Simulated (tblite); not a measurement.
# Run report: C4H12O2Si3, frequency calculation

System: C4H12O2Si3.
Method: GFN2-xTB harmonic vibrations, gas phase (tblite 0.8.0).

It belongs to a series of runs on one base structure; here: O inserted into a Si-Si bond.

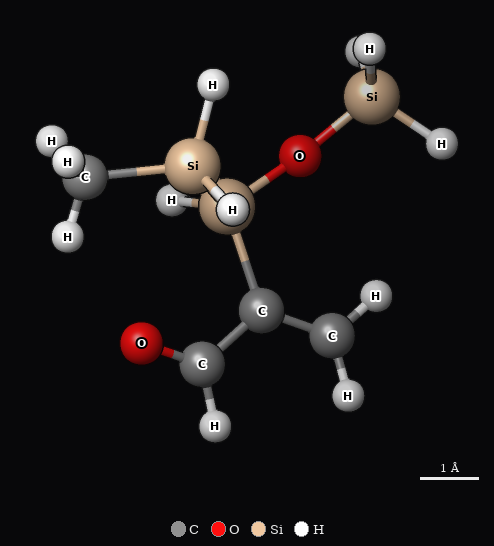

**Figure 1.** The structure as given in the input (ball-and-stick view, seen at a tilt). Bond lengths as drawn: C–C 1.33 to 1.45 Å, C–H 1.08 to 1.11 Å, C–O 1.21 Å, C–Si 1.90 Å, H–Si 1.46 to 1.48 Å, O–Si 1.61 to 1.63 Å and Si–Si 2.31 Å.

Summary

```csv
quantity,value
outcome,converged
total energy,−763.2233 eV
zero-point energy,87.4720 kcal/mol
hardware,"1 CPU thread, shared host"
wall time,4.7 s
peak memory,0.18 GiB
```

The input
```
{"job": {"kind": "ir", "xc": "GFN2-xTB", "basis": "xTB"}, "charge": 0, "multiplicity": 1}
C     -2.069735    -1.379368    -1.379260
C     -1.099491    -1.380125    -0.465601
C     -0.406128    -2.611830    -0.120502
O      0.607501    -2.635223     0.538556
Si    -0.392875     0.134118     0.440813
O     -1.298537     1.397078    -0.057499
Si    -1.757315     2.772900    -0.766953
Si     1.825242     0.491353    -0.091689
C      2.957828    -0.306795     1.202848
H     -2.573227    -0.466056    -1.648275
H     -2.381899    -2.277158    -1.895219
H     -0.862474    -3.551305    -0.491280
H     -0.804782    -0.014963     1.844937
H     -2.501762     3.516627     0.245136
H     -2.598566     2.396451    -1.904090
H     -0.557501     3.484055    -1.204072
H      2.154082     1.929080    -0.173817
H      2.181495    -0.052007    -1.418095
H      4.004426    -0.197690     0.934908
H      2.821487     0.135616     2.186006
H      2.743313    -1.367818     1.284867
```

The first line tells a small driver script what to run in tblite; the rest is the geometry in Å.

Launch command:
```bash
OMP_NUM_THREADS=1 python <driver script> task.json out
```

The program's output
```
mode    cm-1     km/mol
  1     -48.5      0.01
  2      20.4      2.18
  3      26.8      0.46
  4      47.6      0.25
  5      53.6      1.58
  6      83.1      0.95
  7     102.9      8.57
  8     125.5      3.38
  9     128.6     12.20
 10     154.8      0.28
 11     164.1      3.88
 12     189.6      6.06
 13     316.5      7.39
 14     349.9     29.07
 15     406.5     13.59
 16     434.8      7.30
 17     543.9     16.42
 18     551.7     10.23
 19     562.3     23.11
 20     596.3     11.28
 21     604.3     31.02
 22     608.6     37.54
 23     630.9    546.54
 24     650.3     28.22
 25     677.2     50.12
 26     715.1    182.92
 27     757.3     58.27
 28     772.4    158.52
 29     779.3    185.48
 30     807.8    106.27
 31     821.1    421.97
 32     826.9     74.87
 33     841.5    302.04
 34     919.0     11.21
 35     935.8     18.01
 36     949.1     35.02
 37    1087.7    689.19
 38    1223.5     56.59
 39    1347.9     19.60
 40    1366.9     11.57
 41    1405.6      6.60
 42    1481.8      0.34
 43    1484.3      0.82
 44    1644.6     38.53
 45    1721.7    222.50
 46    2132.4    367.30
 47    2146.4     73.57
 48    2166.0    401.42
 49    2238.6    346.98
 50    2260.9    347.19
 51    2282.6    163.05
 52    2749.5    183.28
 53    3030.7     23.66
 54    3041.3     22.27
 55    3049.5     40.59
 56    3051.8     10.34
 57    3118.5     17.62
```

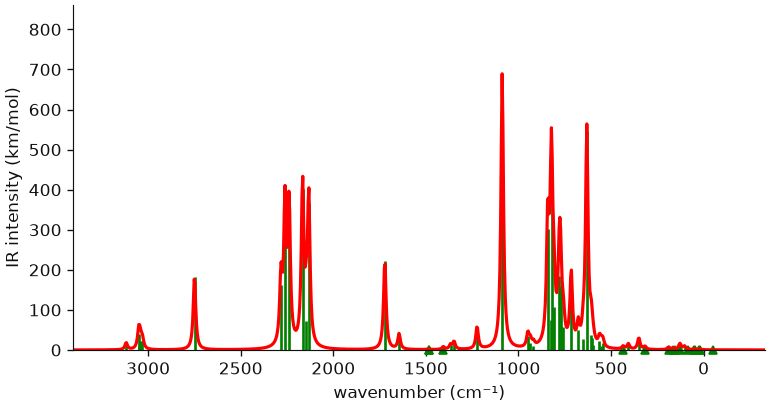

**Figure 2.** Harmonic infrared spectrum, unscaled: sticks (degenerate modes added up, dark ones marked on the axis) with a Lorentzian envelope of 16 cm⁻¹ full width, scaled to the tallest stick; imaginary modes are drawn at negative wavenumbers. 57 modes from 48i to 3118 cm⁻¹, 1 imaginary beyond 8i (48i cm⁻¹): not a clean minimum; so soft a mode can be a shallow saddle, an incomplete relaxation or noise of the force constants. The strongest line is at 1088 cm⁻¹ (689 km/mol).
